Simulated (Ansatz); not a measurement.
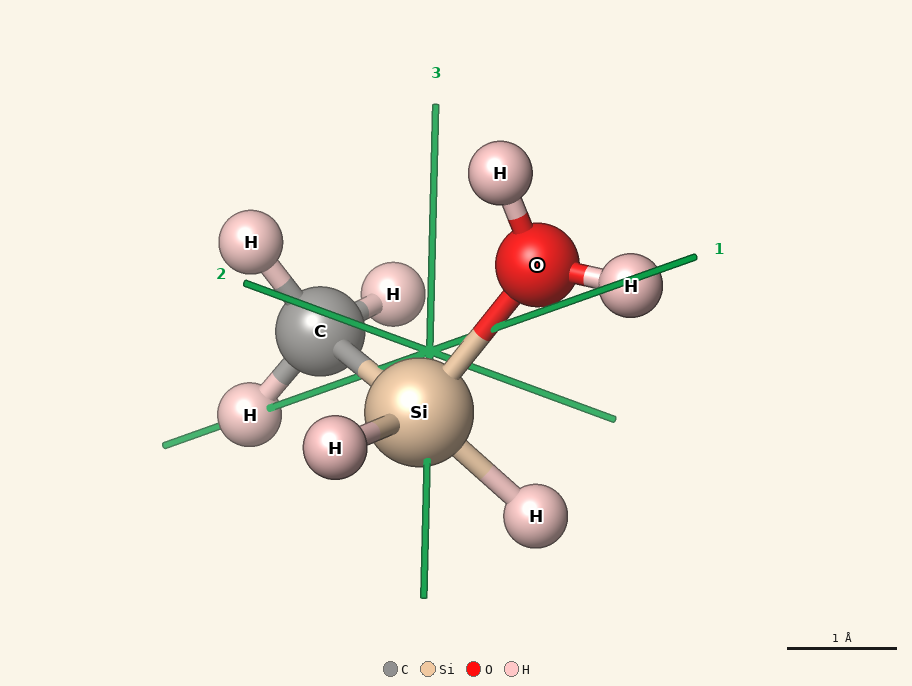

The three principal axes of inertia are drawn and numbered. Depth is shown by fading: the farther an atom, the more it takes the colour of the background. The species has charge +1 and is a spin singlet. The computed structure is the end point of a PBE0-D4/def2-TZVP optimisation. No frequency run is at hand to confirm it as a minimum. Masses are those of the most abundant isotopes; constants are for the rigid equilibrium geometry.

Question: Which line is the a axis (least moment of inertia), which b and which c?

Answer: a is line 1, b is line 3, c is line 2; the moments are 31.0, 82.1, 102 u Å².

Question: Classify the rotor and give the rotational constants (GHz).

Answer: An asymmetric top (C1): A = 16.3, B = 6.16, C = 4.93 GHz. Ray's parameter κ is −0.78, nearer the prolate limit.
